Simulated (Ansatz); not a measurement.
# Simulated XPS, UPS and emission spectra of AlNi3

Aim: the valence spectrum of AlNi3 from He I to hard X-rays, and which orbitals make each feature.

Main program and level: Ansatz 0.2.0; DFT, PBE, plane-wave PAW, default files, scalar-relativistic, in the first sound run; inputs show where later runs differ.

## (1) The structure

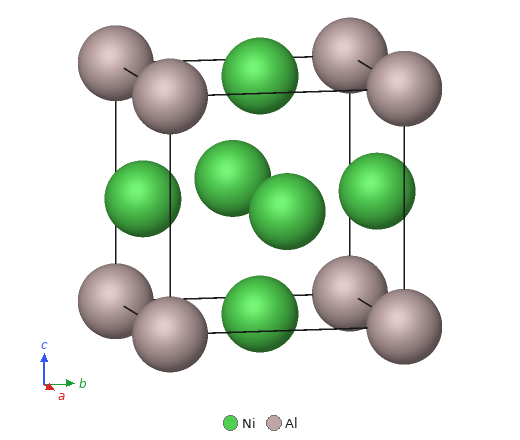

Start, viewed slightly off an axis; nickel green, aluminium light grey. Some periodic images of atoms are drawn too.

As a file:

```cif
data_structure
_symmetry_space_group_name_H-M 'P 1'
_symmetry_Int_Tables_number 1
_cell_length_a 3.5231
_cell_length_b 3.5231
_cell_length_c 3.5231
_cell_angle_alpha 90.000
_cell_angle_beta 90.000
_cell_angle_gamma 90.000
_cell_volume 43.73
loop_
_atom_site_label
_atom_site_type_symbol
_atom_site_fract_x
_atom_site_fract_y
_atom_site_fract_z
_atom_site_occupancy
Ni1 Ni 0.50000 0.50000 0.00000 1
Ni2 Ni 0.50000 0.00000 0.50000 1
Ni3 Ni 0.00000 0.50000 0.50000 1
Al4 Al 0.00000 0.00000 0.00000 1
```

## (2) Self-consistent run, DOS and bands

First the ground state, then the DOS by atom and shell, which the cross sections turn into spectra. The DOS is taken on a denser mesh than the density.

File input.yaml:

```yaml
crystal:
  lattice:
    - [3.5230547267, 0.0, 0.0]
    - [0.0, 3.5230547267, 0.0]
    - [0.0, 0.0, 3.5230547267]
  atoms:
    - { symbol: Ni, position: [0.5, 0.5, 0.0], spin: 1.0 }
    - { symbol: Ni, position: [0.5, 0.0, 0.5], spin: 1.0 }
    - { symbol: Ni, position: [0.0, 0.5, 0.5], spin: 1.0 }
    - { symbol: Al, position: [0.0, 0.0, 0.0] }
magnetization:
  spin_polarized: true
kpoints:
  mp_grid: { grid: [10, 10, 10] }
  band_path:
    path:
      - [[0.0, 0.0, 0.0], [0.0, 0.5, 0.0], [0.5, 0.5, 0.0], [0.0, 0.0, 0.0], [0.5, 0.5, 0.5], [0.0, 0.5, 0.0]]
      - [[0.5, 0.5, 0.5], [0.5, 0.5, 0.0]]
    npoints: 15
scf:
  occupations: { method: fermi_dirac, width: 0.05 }
  n_extra_bands: 12
hamiltonian:
  xc: pbe
  pseudopotentials: { kind: paw }
output:
  forces: true
  stress: true
  dos:
    projected: true
    de: 0.05
    e_range: [-30, 12]
    nscf_kmesh: { grid: [18, 18, 18] }
  fatbands: true
  write_density: true
  write_potential: true
  elf: true
  volumetric_format: npy
```

Launch:

```console
$ ansatz run input.yaml --threads 2 --pin off --max-ram 4096MiB --backend cpu --events-out ev --progress --plain --runs-dir out
```

Numbers of over 12 decimals in the logs are rounded to 6 here.

The log of the run:

```text
scf.n_extra_bands = 12 over 29 filled bands (N_el = 57.0): the run solves 41 bands
Engine: ansatz 0.2.0, x86_64-unknown-linux-gnu
Pseudopotentials: kind: paw
Pseudopotential: Ni, paw, valence charge 18, recommended cutoff 420 eV (normal), Ni.paw.azcp
Pseudopotential: Al, paw, valence charge 3, recommended cutoff 420 eV (normal), Al.paw.azcp
Functional definition: PBE
  parameter kappa = 0.804
  parameter beta = 0.066725
  exchange = pbe_x(kappa = kappa, mu = beta*pi^2/3)
  correlation = pbe_c(beta = beta)
Crystal: 4 atoms, lattice volume = 43.728 Å³
Basis set: ecut = 420 eV, 847 PW (Γ), exchange–correlation on 48×48×48 points (8 copies of the dense FFT grid, shifted against one another)
Bands: 41, of which v1, the nominal top of the filled ones, is band 29 counted from 1 (28 counted from 0)
Symmetry: 48 space group operations
Space group: Pm-3m (ITA 221), of the structure as read, at distance tolerance 3.5e-5 Å
Magnetic group: BNS 221.92 (UNI 1594), of the structure as read, at distance tolerance 3.5e-5 Å
k-points: 56 of 1000
Non-local potential: Ni, projectors of the file, l = 0: 3, l = 1: 2, l = 2: 3, l = 3: 1
Non-local potential: Al, projectors of the file, l = 0: 2, l = 1: 2, l = 2: 1
PAW form: soft (Blöchl's): semilocal exchange-correlation on the pseudo side does not see the compensation charge
PAW one-centre angular grid: Ni, 590 points (default); XC on 64 Gauss nodes
PAW one-centre angular grid: Al, 110 points (default); XC on 64 Gauss nodes
Initial density: superposition of atomic densities (chi_scale 0.1, normalization cell)
Starting moments: Σ|m| = 3 μB on 3 of 4 sites
Initial wavefunctions: pseudopotential atomic-orbital guess
Functional: x = pbe(κ = 0.804, μ = 0.219515), c = pbe(β = 0.066725)
SCF iter   1: F=—  HF=-18055.961707 eV  |F-HF|=—  |Δ(HF+E_count)|=         —  Δρ=1.18e-1 (↑1.18e-1 ↓4.09e-2)  dr2=2.79e0  dr2_m=2.00e0  M=0.998 μB ∫|m|=1.240 μB  β_m=0.30  ethr=3.10e-3  ⟨swp⟩=5.8  Hψ=18086  notcnv=0  defer=53
Mixer restart at iter 1: flushing history
preconditioner: auto → Kerker (q_TF=auto, 2.852 Å⁻¹)  [metal: Δε(μ)=0.009 eV  Ē_g=11.329 eV  σ=0.050 eV  W_gap=0.04  n_scr=18 (ndim 8)  ℏωp=32.3 eV  f_vac=0.000  D(μ)=3.00/eV (n_scr^D=26)]
spin=Collinear: Kerker preconditioning applied to the charge; magnetization (m = ρ↑ − ρ↓) channel mixes plain (no charge-response kernel on spin).
SCF iter   2: F=—  HF=-18055.097179 eV  |F-HF|=—  |Δ(HF+E_count)|=   8.65e-1  Δρ=6.71e-2 (↑3.75e-2 ↓6.71e-2)  dr2=4.36e-1  dr2_m=1.00e0  M=1.010 μB ∫|m|=1.205 μB  β_m=0.37  ethr=3.10e-3  ⟨swp⟩=2.0  Hψ=7529  notcnv=0  defer=543
SCF iter   3: F=—  HF=-18056.589381 eV  |F-HF|=—  |Δ(HF+E_count)|=    1.49e0  Δρ=5.05e-2 (↑2.38e-2 ↓5.05e-2)  dr2=4.17e-1  dr2_m=5.10e-1  M=0.931 μB ∫|m|=1.129 μB  β_m=0.43  ethr=7.65e-4  ⟨swp⟩=2.1  Hψ=7082  notcnv=0  defer=540
SCF iter   4: F=—  HF=-18058.109345 eV  |F-HF|=—  |Δ(HF+E_count)|=    1.52e0  Δρ=3.43e-2 (↑6.91e-3 ↓3.43e-2)  dr2=4.82e-1  dr2_m=1.32e-1  M=0.755 μB ∫|m|=0.955 μB  β_m=0.73  ethr=7.32e-4  ⟨swp⟩=2.9  Hψ=7422  notcnv=0  defer=567
SCF iter   5: F=—  HF=-18058.287418 eV  |F-HF|=—  |Δ(HF+E_count)|=   1.78e-1  Δρ=1.97e-2 (↑6.83e-3 ↓1.97e-2)  dr2=1.39e-1  dr2_m=2.05e-2  M=0.650 μB ∫|m|=0.819 μB  β_m=0.87  ethr=7.32e-4  ⟨swp⟩=3.0  Hψ=8340  notcnv=0  defer=576
SCF iter   6: F=—  HF=-18058.364367 eV  |F-HF|=—  |Δ(HF+E_count)|=   7.69e-2  Δρ=2.17e-3 (↑1.78e-3 ↓2.17e-3)  dr2=5.10e-3  dr2_m=4.63e-5  M=0.687 μB ∫|m|=0.864 μB  β_m=0.93  ethr=2.44e-4  ⟨swp⟩=2.3  Hψ=7466  notcnv=0  defer=607
SCF iter   7: F=—  HF=-18058.368014 eV  |F-HF|=—  |Δ(HF+E_count)|=   3.65e-3  Δρ=2.09e-3 (↑1.57e-3 ↓2.09e-3)  dr2=3.21e-3  dr2_m=3.17e-5  M=0.696 μB ∫|m|=0.877 μB  β_m=0.89  ethr=8.94e-6  ⟨swp⟩=2.3  Hψ=6490  notcnv=0  defer=607
SCF iter   8: F=—  HF=-18058.368037 eV  |F-HF|=—  |Δ(HF+E_count)|=   2.33e-5  Δρ=6.22e-4 (↑3.68e-4 ↓6.22e-4)  dr2=2.77e-4  dr2_m=7.15e-6  M=0.698 μB ∫|m|=0.880 μB  β_m=0.95  ethr=5.63e-6  ⟨swp⟩=2.3  Hψ=6144  notcnv=0  defer=607
SCF iter   9: F=—  HF=-18058.368038 eV  |F-HF|=—  |Δ(HF+E_count)|=   7.80e-7  Δρ=2.68e-5 (↑2.42e-5 ↓2.68e-5)  dr2=3.25e-7  dr2_m=1.17e-7  M=0.698 μB ∫|m|=0.880 μB  β_m=0.97  ethr=4.86e-7  ⟨swp⟩=2.0  Hψ=5851  notcnv=0  defer=607
SCF iter  10: F=—  HF=-18058.368055 eV  |F-HF|=—  |Δ(HF+E_count)|=   1.71e-5  Δρ=2.84e-5 (↑1.54e-5 ↓2.84e-5)  dr2=5.54e-7  dr2_m=1.85e-8  M=0.698 μB ∫|m|=0.880 μB  β_m=0.97  ethr=5.71e-10  ⟨swp⟩=2.0  Hψ=7827  notcnv=0  defer=607
SCF iter  11: F=—  HF=-18058.368055 eV  |F-HF|=—  |Δ(HF+E_count)|=   1.51e-8  Δρ=1.23e-5 (↑6.24e-6 ↓1.23e-5)  dr2=9.78e-8  dr2_m=4.06e-9  M=0.698 μB ∫|m|=0.880 μB  β_m=0.99  ethr=5.71e-10  ⟨swp⟩=1.3  Hψ=4714  notcnv=0  defer=607
SCF iter  12: F=-18058.368055 eV  HF=-18058.368055 eV  |F-HF|=1.04e-8  |Δ(HF+E_count)|=   7.21e-9  Δρ=3.69e-6 (↑2.66e-6 ↓3.69e-6)  dr2=1.19e-8  dr2_m=1.14e-10  M=0.698 μB ∫|m|=0.880 μB  ethr=1.72e-10  ⟨swp⟩=11.3  Hψ=31379  notcnv=0
SCF 1 converged in 12 iterations: F = -18058.368055 eV  dr2 = 1.19e-8
  greatest PAW one-centre occupation: 1.001 electrons in one spin orbital (limit 2), on the Ni atom at site 0 (counted from 0), in its partial waves of l = 1
NSCF: frozen V_eff on 92 k-points
NSCF: frozen V_eff on 220 k-points
SCF converged after 12 iterations
Magnetization: 0.6983 μB (28.8491 up, 28.1509 down)
Absolute magnetization: 0.8810 μB (∫|ρ↑−ρ↓|, with the PAW one-centre terms)
Spin contamination: 0.0114 ħ² per cell (⟨S²⟩ above its minimum at these occupations)
Per-site moments (μB) at R_I (Å): [(0.259561, 1.027610), (0.259561, 1.027610), (0.259561, 1.027610), (-0.016252, 1.027610)]
Free energy (F): -18058.368055 eV
Harris-Foulkes:  -18058.368055 eV  (|F-HF|=1.04e-8)
Internal energy: -18058.340696 eV  (E = F + TS)
E sigma→0 (E₀):  -18058.354375 eV
Entropy (-TS):   -0.027359 eV (-6.840 meV/atom)
Fermi energy:    16.475249 eV
--- Per-component energies (eV) ---
  E_band       = -901.220293
  E_kinetic    = 879.168670
  E_local      = -11867.507721  (includes V_loc(G=0)·N_el)
  E_nonlocal   = 1916.788094
  E_hartree    = 5057.421211
  E_xc         = -297.756646
  E_vxc        = -361.824403  (∫ρ·V_xc dr)
  E_paw        = -5358.276470  (= ΣΔE_a)
  E_vpaw       = -1582.704629  (= ΣTr[D̂ρ^β])
  E_aug_tail   = 0.001709  (compensation charges beyond the density's cutoff)
  E_ewald      = -8388.179542
  E_smearing   = -0.027359  (= −TS)
  E_closure    = 0.000000  (closes the sum)
  Σ components = -18058.368055   (vs F -18058.368055, Δ=0.00e0)
--- Forces (eV/Å), atoms counted from 1 ---
  atom   1  Ni     0.00000000    -0.00000000     0.00000000
  atom   2  Ni    -0.00000000    -0.00000000     0.00000000
  atom   3  Ni     0.00000000    -0.00000000     0.00000000
  atom   4  Al    -0.00000000    -0.00000000     0.00000000
  max |Σ_I F_I| component: 4.96e-29 eV/Å
--- Stress (GPa, compression-positive) ---
        7.320464       0.000000       0.000000
        0.000000       7.320464       0.000000
        0.000000       0.000000       7.320464
  P = ⅓ Tr σ = 7.3205 GPa (73.205 kbar)
--- Band table (eV; the first three rows and the last of 112) ---
  k-point 0 ↑: bands = [... 25 lower, 16.4068, 16.4068, 16.4068, 17.2998, 17.2998, 17.2998, 23.1581, 23.1581, ... 8 higher]
  k-point 1 ↑: bands = [... 25 lower, 16.1160, 16.1706, 16.4069, 16.8147, 17.7517, 17.7517, 23.1458, 23.5122, ... 8 higher]
  k-point 2 ↑: bands = [... 25 lower, 15.8936, 16.0231, 16.0420, 16.4072, 18.6048, 18.6048, 23.1097, 23.7696, ... 8 higher]
  k-point 55 ↓: bands = [... 25 lower, 15.5535, 15.5535, 16.1530, 16.5982, 16.5982, 16.5982, 20.1538, 20.8080, ... 8 higher]
```

The job ended after 11 s (2 threads of AMD EPYC 9R45, shared host; peak memory 0.62 GiB).

Numbers from this step:

```yaml
free_energy: -18058.3681 eV
energy_at_zero_smearing: -18058.3544 eV
smearing_term_ts: 0.02736 eV
fermi_energy: 16.48 eV
magnetization: 0.6983 μB
absolute_magnetization: 0.8810 μB
site_moments: 0.2596, 0.2596, 0.2596, -0.01625 μB
symmetry_operations: 48
pressure: 7.320 GPa
zero_of_energy: Fermi level
share_of_occupied_states_in_no_projected_shell: 0.0173 of the occupied states in the window
dos_at_the_fermi_level: 3.237 states/eV/cell
```

Electronic bands along the path, in eV, zero at the Fermi level; # counts the bands kept:

```tsv
point	up #14	up #17	up #18	up #19	down #13	down #14	down #15	down #17
Γ	-0.07	0.82	0.82	0.82	0.02	0.37	0.37	0.79
X	-1.22	-0.07	5.63	5.63	-0.96	-0.96	-0.85	0.37
M	-1.25	-0.60	0.88	0.88	-1.18	-1.15	-0.81	-0.47
Γ	-0.07	0.82	0.82	0.82	0.02	0.37	0.37	0.79
R	-1.10	-0.25	-0.25	-0.25	-1.21	-0.92	-0.92	0.12
X	-1.22	-0.07	5.63	5.63	-0.96	-0.96	-0.85	0.37
jump to R	-1.10	-0.25	-0.25	-0.25	-1.21	-0.92	-0.92	0.12
M	-1.25	-0.60	0.88	0.88	-1.18	-1.15	-0.81	-0.47
```

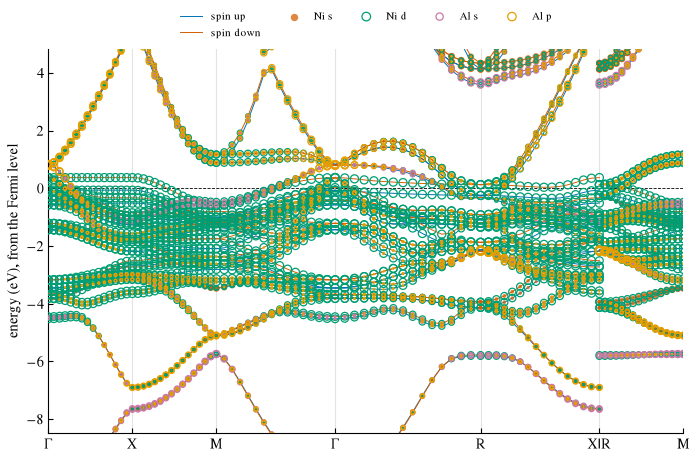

Electronic bands along the path; the two colours are the two spins; dots are coloured as in the legend, and their area grows with the weight.

The DOS has structure finer than the step of the table below, so its rows give means over 1 eV, whole bins alone (the curve runs from -11.7 to 12.0 eV). Peaks (eV: height): total -3.2: 9.16, -2.7: 8.08, -2.2: 8.98, -1.0: 13.3; Ni 3d -3.2: 7.68, -2.7: 7.12, -2.2: 8.36, -1.2: 12.8; Al 3p -4.8: 0.488, -3.0: 0.787, -2.6: 0.612, 1.4: 0.637; Ni 4s -3.3: 0.784, 4.8: 0.539, 6.9: 0.408, 7.7: 0.457; Al 3s -5.8: 0.352, -4.4: 0.217, -0.4: 0.271, 4.4: 0.199.

* holds the states left over by the projection beside any projected weight of its own. Table of DOS by E, zero at the Fermi level; means over each step; values in states/eV/cell:

```tsv
E (eV)	total	Ni 3d	Al 3p	Ni 4s	Al 3s	Ni 4p*
-11	0	0	0	0	0	0
-10	0.120	0.00100	0.00863	0.0793	0.0308	3.5e-4
-9	0.340	0.00539	0.0532	0.186	0.0928	0.00230
-8	0.542	0.0215	0.104	0.235	0.176	0.00618
-7	0.632	0.0637	0.140	0.193	0.227	0.00957
-6	0.864	0.199	0.232	0.205	0.216	0.0118
-5	1.40	0.511	0.418	0.326	0.129	0.0199
-4	2.57	1.76	0.361	0.310	0.0983	0.0367
-3	7.24	6.22	0.572	0.290	0.0183	0.142
-2	6.56	6.03	0.241	0.0977	0.0127	0.175
-1	10.1	9.56	0.123	0.192	0.0501	0.136
0	3.76	3.24	0.125	0.115	0.158	0.124
1	1.37	0.772	0.406	0.101	0.0305	0.0590
2	1.27	0.482	0.481	0.137	0.0531	0.114
3	0.800	0.197	0.347	0.0913	0.0322	0.133
4	0.795	0.161	0.217	0.174	0.121	0.122
5	1.37	0.212	0.295	0.466	0.141	0.257
6	1.11	0.116	0.245	0.284	0.0521	0.410
7	1.23	0.0954	0.175	0.301	0.0531	0.605
8	1.52	0.0808	0.176	0.349	0.135	0.779
9	1.33	0.0559	0.201	0.264	0.0677	0.736
10	1.53	0.0519	0.255	0.296	0.0330	0.892
11	1.44	0.0336	0.165	0.231	0.0163	0.991
```

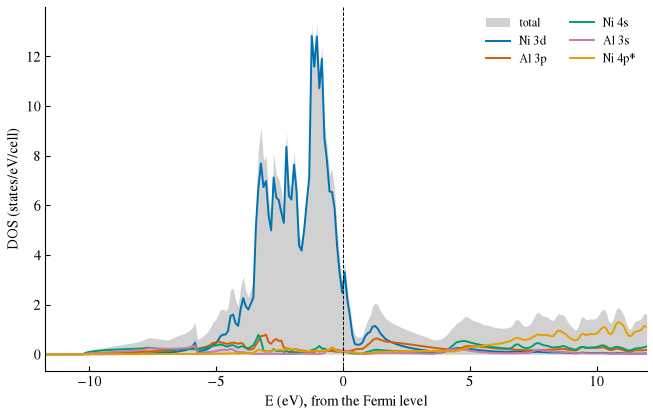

DOS against E.

Sums over each group's atoms; a table of it gives point samples, which can step over narrow peaks. The DOS of the group by E, zero at the Fermi level; values in states/eV:

```tsv
E (eV)	Ni1: Ni 3d	Al4: Al 3p	Ni1: Ni 4s	Al4: Al 3s
-10	1.0e-3	0.00604	0.0907	0.0334
-8	0.0196	0.104	0.231	0.167
-6	0.280	0.238	0.203	0.295
-4	1.72	0.402	0.287	0.0840
-2	6.61	0.198	0.0898	0.00884
0	2.83	0.106	0.110	0.156
2	0.454	0.478	0.136	0.0541
4	0.149	0.210	0.110	0.131
6	0.112	0.240	0.279	0.0496
8	0.0789	0.172	0.346	0.136
10	0.0519	0.259	0.299	0.0335
```

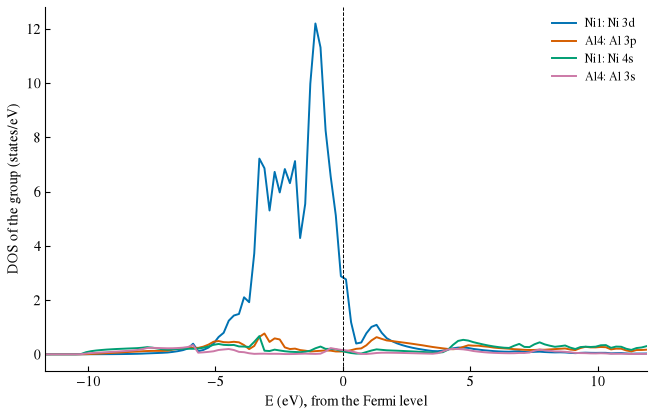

DOS of the group against E.

This run's widths, added to any smearing of the DOS itself: Gaussian 0.35 eV, Lorentzian 0.2 eV plus 0.03 an eV of depth. The intensity by binding energy, zero at the Fermi level; values in % of the maximum within 13 eV:

```tsv
binding energy (eV)	21.2 eV	100 eV	1486.7 eV	5950 eV
-1	2.05	2.00	2.05	2.48
0	24.2	23.2	24.0	30.6
1	99.5	99.5	99.5	99.4
2	64.4	63.9	63.8	61.7
3	60.0	59.3	60.2	71.2
4	21.8	20.4	22.9	50.7
5	9.08	7.25	10.4	44.0
6	5.90	3.55	6.51	34.8
7	3.91	1.68	4.51	31.2
8	2.82	0.998	3.71	30.7
9	1.68	0.584	2.49	22.3
10	0.773	0.319	1.18	10.3
11	0.259	0.177	0.317	1.77
```

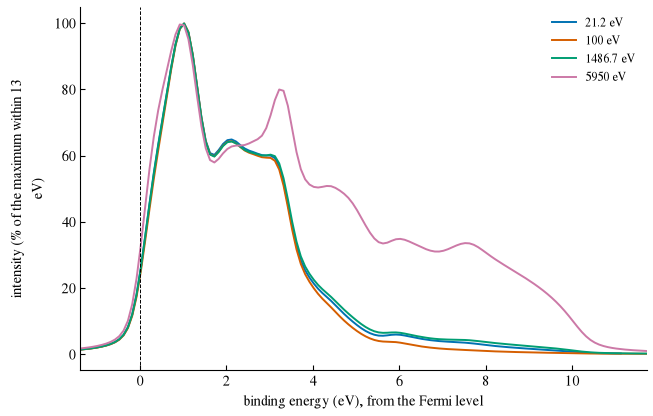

Intensity against binding energy.

Maxima picked by a test of local sharpness, so broad peaks and shoulders can be missing; peaks within 0.45 eV of a curve's cut are left out. Valence peaks, by row:

```tsv
photon energy (eV)	binding energy (eV)	height (% of the maximum within 13 eV)	main shell	its share (%)
21.2	2.1	64.93	Ni 3d	97.23
21.2	1	100	Ni 3d	98.2
100	2.1	64.41	Ni 3d	99.54
100	1	100	Ni 3d	99.73
1487	2.1	64.33	Ni 3d	97.62
1487	1	100	Ni 3d	97.69
5950	7.55	33.6	Ni 4s	66.28
5950	6	34.88	Ni 4s	59.86
5950	4.35	50.87	Ni 4s	62.63
5950	3.25	80.39	Ni 3d	51.4
5950	0.95	100	Ni 3d	75.35
```

The intensity has structure finer than the step of the table below, so its rows give means over 1 eV, whole bins alone (the curve runs from -11.7 to 1.38 eV). Peaks (eV: height): Ni L-alpha -1.0: 100.0; Al K-beta -3.0: 99.9; Al L2,3 -6.1: 99.8, -4.5: 68.4, -0.3: 74.5.

Shapes are the site's partial DOS without matrix elements, which overweights lines from ligand s bands. Intensity against emission energy less the core level's binding energy, zero at the Fermi level; means over each step; values in % of the unpolarised maximum:

```tsv
emission energy less the core level's binding energy (eV)	Ni L-alpha	Al K-beta	Al L2,3
-11	0.392	1.70	1.94
-10	0.525	4.52	14.5
-9	0.764	12.0	38.4
-8	1.24	21.3	70.2
-7	2.28	31.1	91.7
-6	4.56	48.7	85.7
-5	10.6	75.3	56.3
-4	28.7	78.7	40.8
-3	62.9	93.4	9.79
-2	74.8	54.4	6.39
-1	91.7	28.6	24.2
0	37.4	14.2	38.7
```

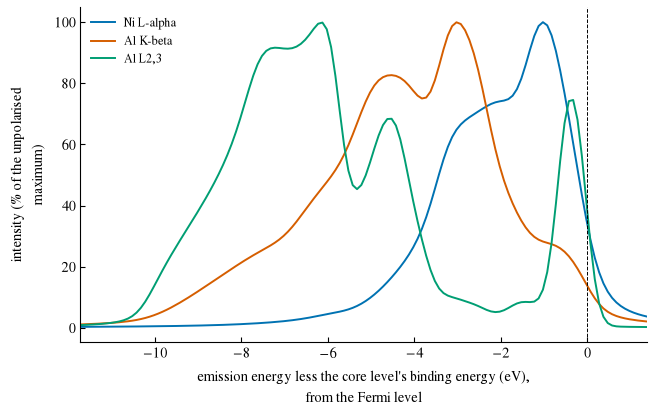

Intensity against emission energy less the core level's binding energy.

Sums over each group's atoms; left-over states aren't shared out by site. Site centres, by row:

```tsv
group	element	shell	occupied states	centre of occupied part (eV)	centre up to the window's top (eV)
Ni1	Ni	4s	2.199	-5.044	1.719
Ni1	Ni	3d	26.73	-1.957	-1.491
Al4	Al	3s	1.148	-5.757	-1.135
Al4	Al	3p	2.307	-4.181	1.182
```

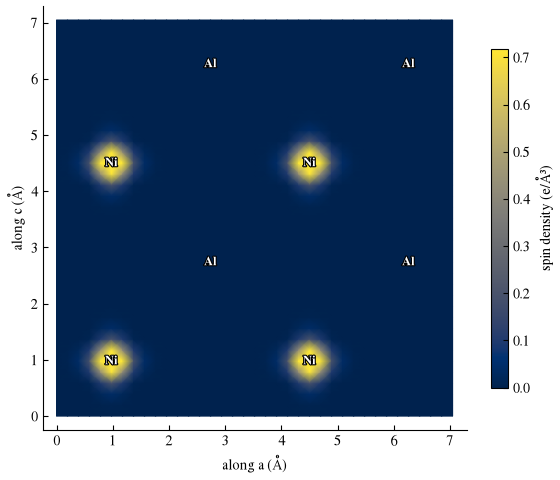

Spin density in the ac plane at fractional y = 0.000, with atoms of Ni and Al within 0.2 Å of it. The map starts off the cell's origin, so that atoms lie inside it.

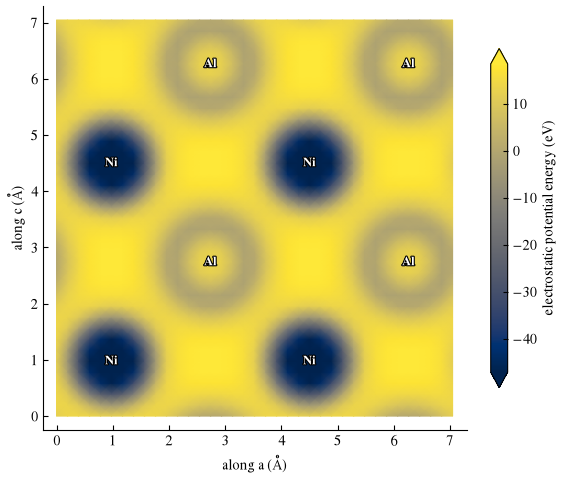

Electrostatic potential energy in the ac plane at fractional y = 0.000, with atoms of Ni and Al within 0.2 Å of it. With pseudopotentials it is smooth inside the atoms' cores, unlike the true potential. The map starts off the cell's origin, so that atoms lie inside it.

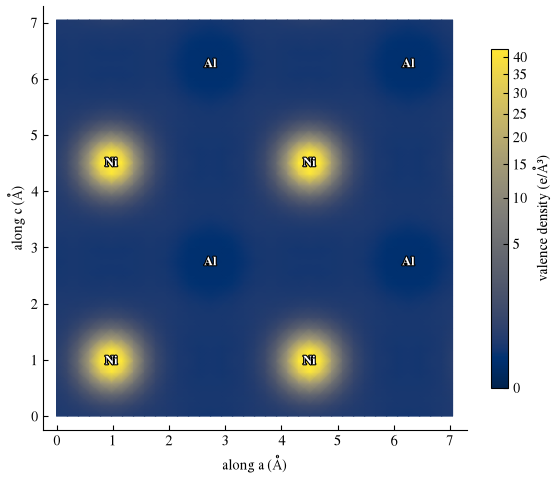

Valence density in the ac plane at fractional y = 0.000, with atoms of Ni and Al within 0.2 Å of it. It is the smooth field of the valence electrons, not physical close to the nuclei. The map starts off the cell's origin, so that atoms lie inside it. The colour scale is stretched toward low values.

The spectra weight each projected shell by its atomic cross section (Dirac–Hartree–Slater) and angular factor, for linear light with the analyser at 0° from the polarisation. Broadening, on top of any smearing of the DOS itself: a Gaussian of 0.35 eV and a Lorentzian of 0.2 eV plus 0.03 times the binding energy (full widths), Fermi edge at 300 K. Curves are cut 10 eV under the photon energy, above any shell that the free atom's threshold puts out of reach, or at the lower edge of the window: 11.2 eV at 21.2 eV, 11.8 eV at 100 eV, 11.8 eV at 1486.7 eV and 11.8 eV at 5950 eV. A star in tables and legends marks shells that hold the states left over by the projection (1.7 % of the filled ones), a stand-in for orbitals that the files don't project on. Dipole terms alone, which is rough above 3 keV; no background, satellites or final-state effects.

[end of part 1 of 3]

[Logs are printed without paths, hosts, clocks, repeated set-up lines and the standing remarks that a program may print on its own settings, such as how far it seeks lower states.]

[Hosts, paths, dates, database ids (printed as entryN), source tags and the programs' standing remarks are cut or masked in the printed files.]

[Maps of the electrostatic potential energy from Ansatz leave out the sawtooth potential of an applied field or a dipole correction, so their vacuum need not be flat; work functions include it.]

[Peak lists hold at most the 14 tallest peaks of each spectrum; further lines can be left out.]
